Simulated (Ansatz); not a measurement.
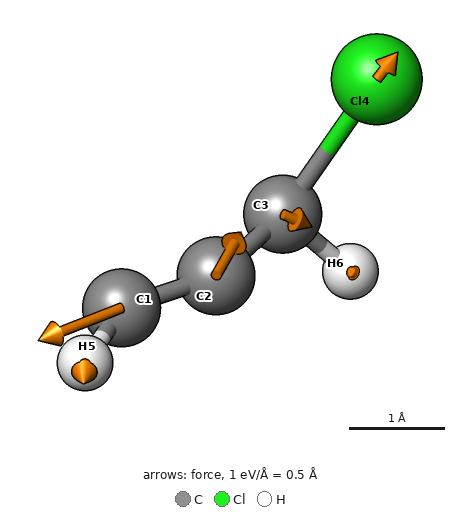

Starting geometry of C₃H₂Cl (charge −1) with the computed forces as orange arrows. The picture is a ball-and-stick view, seen from a free direction.

The run prepares an end point of a later path (inversion) calculation, from a guessed geometry.

The calculation used RKS B3LYP-D4/cc-pVDZ in Ansatz.

Input file:
```yaml
crystal:
  periodic: [false, false, false]
  atoms:
    - { symbol: C, position_ang: [0.39674, 0.75377, -1.3196] }
    - { symbol: C, position_ang: [0.17964, 0.07572, -0.3167] }
    - { symbol: C, position_ang: [0.0912, -0.19261, 1.02925] }
    - { symbol: Cl, position_ang: [-1.66109, -0.30777, 1.61145] }
    - { symbol: H, position_ang: [0.42818, 0.78517, -2.38101] }
    - { symbol: H, position_ang: [0.56532, -1.11428, 1.37662] }
total_charge: -1
basis:
  gaussian: { orbitals: cc-pVDZ }
hamiltonian:
  xc: b3lyp
  dispersion: d4
relax:
  f_tol: 0.015
  max_steps: 40
```

Launched with:
```bash
ansatz run input.yaml --threads 1 --pin off --max-ram 2048MiB --backend cpu --events-out ev --progress --plain --runs-dir out
```

### What follows when this structure is relaxed?

It isn't relaxed: the largest force vector, on C1, is 2.18 eV/Å. The final displacements have little in common with the starting forces (cosine between the two patterns 0.29). The largest move after the best rigid fit is that of C3, 0.31 Å. By element the largest moves are C 0.31 Å, H 0.25 Å, Cl 0.07 Å. Among the contacts that change: C1–C2 1.230 → 1.294 Å, C1–H5 1.062 → 1.110 Å, C2–C3 1.375 → 1.333 Å, C3–H6 1.093 → 1.088 Å. Among the angles between lasting bonds that change: C2–C1–H5 146.7° → 116.8°, C1–C2–C3 156.5° → 172.9°, C2–C3–H6 116.6° → 129.3°. Over 14 accepted moves (16 points after the start) the energy falls by 33.0 kJ/mol. Largest force component: 1.8 eV/Å at the start, 0.011 eV/Å at the end. The line search rejected the trial steps at points 3, 14 of the run.
